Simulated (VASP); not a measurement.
Band structure of NaCd₃ (space group I4/mmm). All values below come from PBEsol GGA, VASP's PBE PAW potentials (set 64) (plane waves; VASP).

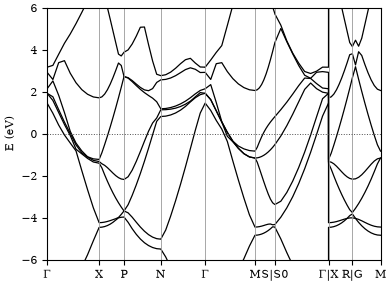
Figure. Bands along high-symmetry lines, zero at the valence-band maximum or, without a gap, the Fermi level

Problem. Read the plot: is there a gap, and where are the band edges?

Solution. It has no gap at this level: it comes out as a metal or semimetal. (Edges off the drawn lines would not show.)

The structure comes from a computed database's NaCd3 entry (I4/mmm); how it stands against other phases isn't given here. It was relaxed first. The electron count is odd and the run is not spin-polarised, which forces a metal.
